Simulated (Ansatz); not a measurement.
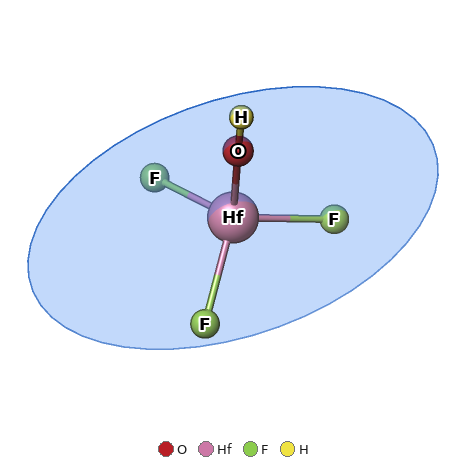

All proper rotation axes (lines) and mirror planes (discs) of the structure are drawn in. Atoms fade into the background with distance from the viewer. The species is neutral and a spin singlet. Computed geometry: PBE-D4/def2-SVP optimisation. No frequency run is at hand to confirm it as a minimum.

### Name the symmetry elements and the point group.

It has 1 mirror plane. Point group Cs. The group has 2 operations. The geometry is achiral, and symmetry allows a dipole moment.
